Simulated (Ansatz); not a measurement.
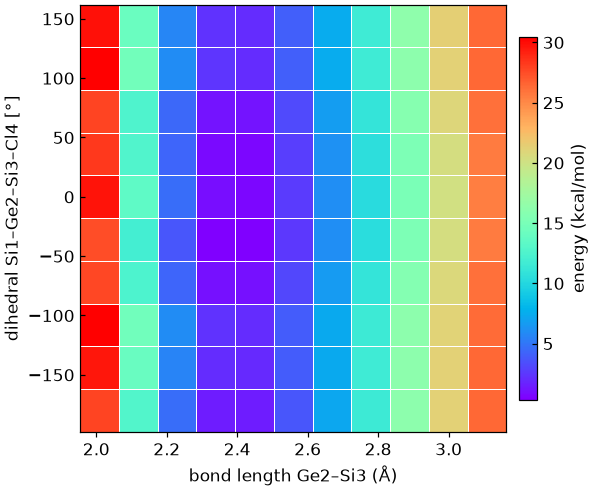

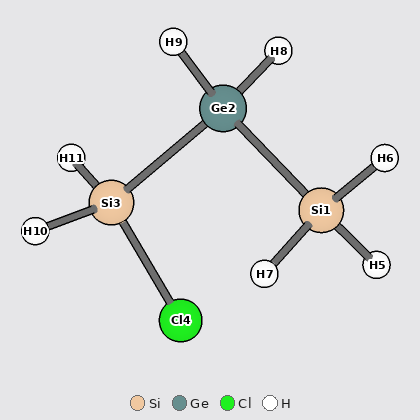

Energy landscape of ClGeH₇Si₂, SMILES [SiH3][GeH2][SiH2]Cl. 
- The first coordinate is: bond length Ge2–Si3; the second: dihedral Si1–Ge2–Si3–Cl4.
- Nothing is relaxed (all other coordinates rigid).
- The scan uses an 11 × 10 grid.
- Points are written as (first, second).
- All energies are given in kcal/mol relative to the relaxed molecule at the same level.
- The calculation used RKS PBE-D4/def2-SVP in Ansatz 0.2.0.

In the figure: one coloured cell a grid point. The second picture is the structure at the lowest point.

Describe this landscape.

Answer. The lowest grid point is at (2.45 Å, −36°), 0.34 kcal/mol from the relaxed molecule at the same level. A higher local minimum lies near (2.34 Å, −180°) (1.1 kcal/mol above the lowest at that grid point). The highest grid point, (2.01 Å, −108°), lies 30.1 kcal/mol above the lowest. Round the minimum the two coordinates are weakly coupled (coupling −0.11 in units of the two stiffnesses).

Grid values (kcal/mol):

```
dihedral Si1–Ge2–Si3–Cl4 ↓, bond length Ge2–Si3 →  2.01  2.12  2.23  2.34  2.45  2.56  2.67  2.78  2.89  3.00  3.11
                                              144  29.8  14.2   5.8   2.2   2.0   4.1   7.5  11.6  16.3  21.3  26.4
                                              108  30.4  14.6   6.0   2.3   2.1   4.1   7.4  11.6  16.2  21.2  26.4
                                               72  27.8  12.5   4.4   1.1   1.1   3.2   6.8  11.0  15.8  20.9  26.1
                                               36  28.4  12.7   4.2   0.7   0.6   2.7   6.2  10.5  15.3  20.4  25.7
                                                0  29.7  13.5   4.7   0.9   0.6   2.6   6.1  10.3  15.1  20.2  25.5
                                              −36  27.4  12.0   3.7   0.4   0.3   2.5   6.1  10.4  15.2  20.4  25.6
                                              −72  27.7  12.4   4.3   1.0   1.0   3.2   6.7  11.0  15.7  20.8  26.0
                                             −108  30.5  14.6   5.9   2.3   2.0   4.0   7.3  11.5  16.1  21.2  26.3
                                             −144  29.6  14.0   5.6   2.1   1.9   4.0   7.4  11.6  16.2  21.3  26.4
                                             −180  27.8  12.7   4.7   1.4   1.5   3.7   7.2  11.4  16.1  21.2  26.4
```

The input of one point:

```yaml
crystal:
  periodic: [false, false, false]
  atoms:
    - { symbol: Si, position_ang: [-1.301844, 1.379086, 0.388853] }
    - { symbol: Ge, position_ang: [0.095439, -0.472276, 0.98211] }
    - { symbol: Si, position_ang: [1.378982, -1.069496, -1.016251] }
    - { symbol: Cl, position_ang: [0.103794, -0.769381, -2.653656] }
    - { symbol: H, position_ang: [-2.32978, 0.926929, -0.609183] }
    - { symbol: H, position_ang: [-1.998615, 1.92954, 1.603964] }
    - { symbol: H, position_ang: [-0.456105, 2.46241, -0.222684] }
    - { symbol: H, position_ang: [-0.764106, -1.683199, 1.436699] }
    - { symbol: H, position_ang: [1.061603, -0.10438, 2.143334] }
    - { symbol: H, position_ang: [2.568642, -0.164275, -1.181189] }
    - { symbol: H, position_ang: [1.845762, -2.498496, -1.041598] }
basis:
  gaussian: { orbitals: def2-SVP }
hamiltonian:
  xc: pbe
  dispersion: d4
output:
  forces: true
```

Each point was launched as `ansatz run input.yaml --threads 1 --pin off --max-ram 2560MiB --backend cpu --events-out ev --progress --plain --runs-dir out`. The whole map (110 points run) took 15 min on 1 thread of Arm Neoverse V1, on a shared host.
